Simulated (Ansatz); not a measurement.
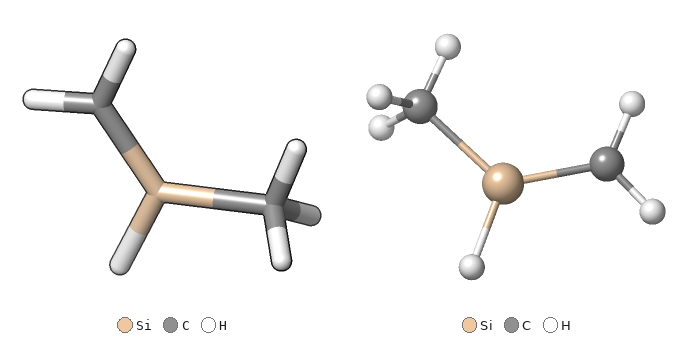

The same structure drawn twice, from different directions.

The geometry was computed by an optimisation with PBE0-D4/def2-TZVP.

**What is the molecular formula?**

C₂H₆Si, 9 atoms: 2 carbon, 6 hydrogen and 1 silicon.

**How many atoms are distinct by symmetry?**

8: 1 Si, 1 C, 1 H, 1 C, 1 H, 1 H, 1 H, 2 H.

**How many bonds of each kind are drawn?**

5 C–H, 2 C–Si, 1 Si–H. Sticks follow a distance rule.

**What is the point group of this geometry?**

Cs.

The parts below concern this one geometry. Atoms keep their numbers from picture to picture.

Dipole moment

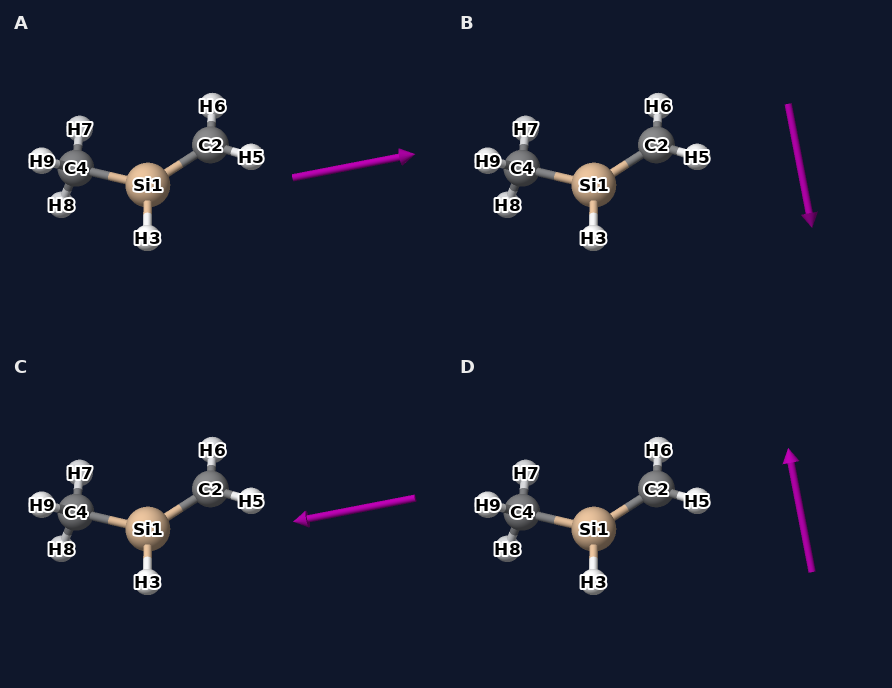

The same molecule four times, each with an arrow. Level of theory: RKS PBE0-D4/def2-TZVP (Ansatz 0.2.0).

**Which arrow points along the dipole moment, from the negative to the positive end?**

C. The dipole moment is 1.71 D; it points from the side of H5 to the side of H8, H9 (the outermost atoms at the two ends).

Vibrations

Harmonic vibrations computed with RKS PBE0-D4/def2-TZVP (Ansatz 0.2.0) at a stationary point of the same level.

**How many vibrational modes are there, and where do they lie?**

21 modes: 124, 223, 346, 589, 641, 687, 741, 802, 823, 894, 1027, 1277, 1385, 1441, 1448, 2253, 3054, 3131, 3151, 3164, 3255 cm⁻¹.

Charges

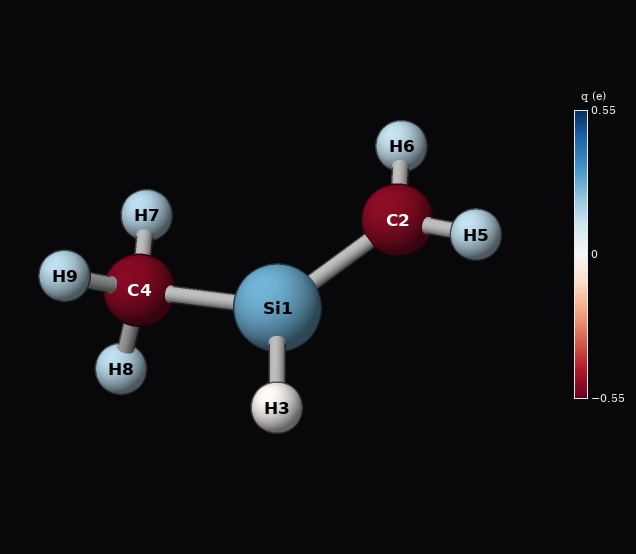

Atoms are coloured by their Mulliken charges. Method: RKS PBE0-D4/def2-TZVP (Ansatz 0.2.0).

**Which atom carries the highest charge (most positive or least negative)?**

Si1 (0.27 e).

**And the lowest?**

C2, C4 (−0.50 e).

Give the Mulliken charges atom by atom.

| atom | value (e) |
| --- | --- |
| Si1 | 0.27 |
| C2 | −0.50 |
| H3 | −0.01 |
| C4 | −0.50 |
| H5 | 0.14 |
| H6 | 0.14 |
| H7 | 0.16 |
| H8 | 0.15 |
| H9 | 0.15 |

Mulliken values depend strongly on the basis set and can even reverse the polarity of a bond.
